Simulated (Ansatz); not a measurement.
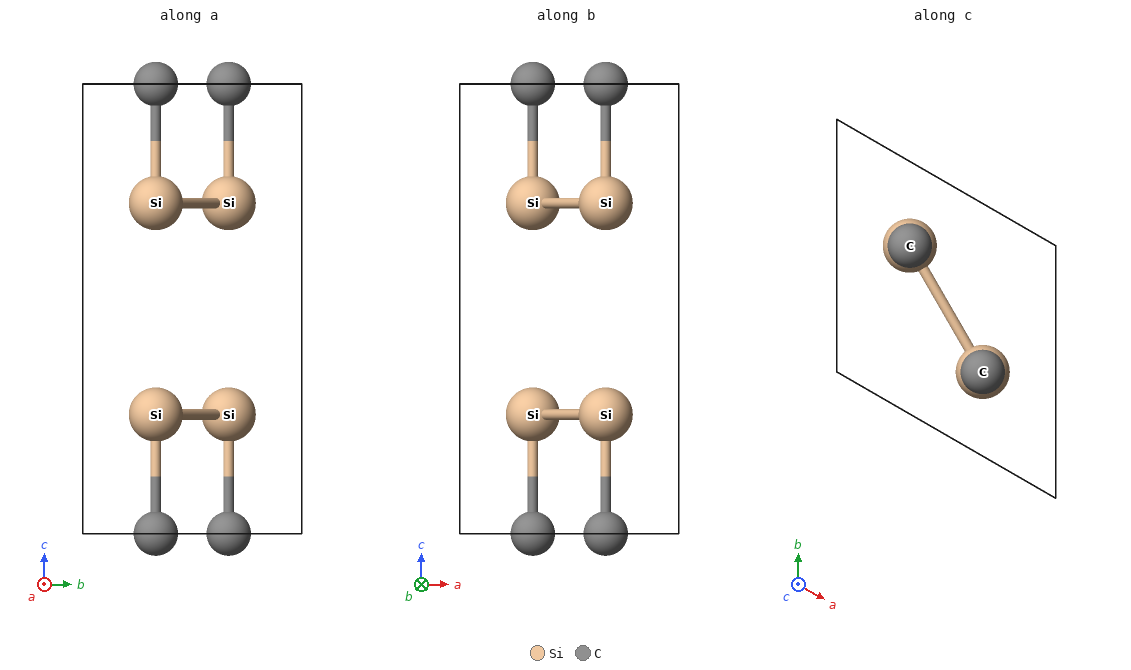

A ball-and-stick rendering, viewed along the a axis, along the b axis and along the c axis. The conventional unit cell is drawn as a box.

Lattice parameters: a = 4.0372 Å, b = 4.0372 Å, c = 7.1862 Å, α = 90.000°, β = 90.000°, γ = 120.000°.

Put the structure into a CIF in P1 with every atom of the cell, with free fractional coordinates to two decimals.

Answer.
```cif
data_structure
_symmetry_space_group_name_H-M 'P 1'
_symmetry_Int_Tables_number 1
_cell_length_a 4.0372
_cell_length_b 4.0372
_cell_length_c 7.1862
_cell_angle_alpha 90.000
_cell_angle_beta 90.000
_cell_angle_gamma 120.000
_cell_volume 101.44
loop_
_atom_site_label
_atom_site_type_symbol
_atom_site_fract_x
_atom_site_fract_y
_atom_site_fract_z
_atom_site_occupancy
Si1 Si 0.3333 0.6667 0.74 1
Si2 Si 0.3333 0.6667 0.26 1
Si3 Si 0.6667 0.3333 0.74 1
Si4 Si 0.6667 0.3333 0.26 1
C1 C 0.3333 0.6667 0.00 1
C2 C 0.6667 0.3333 0.00 1
```

The cell started as a structure type filled with these elements by a generator (whether the compound takes this form wasn't checked). Atoms and cell were optimised with Ansatz, DFT PBE, scalar-relativistic, plane waves, PAW.
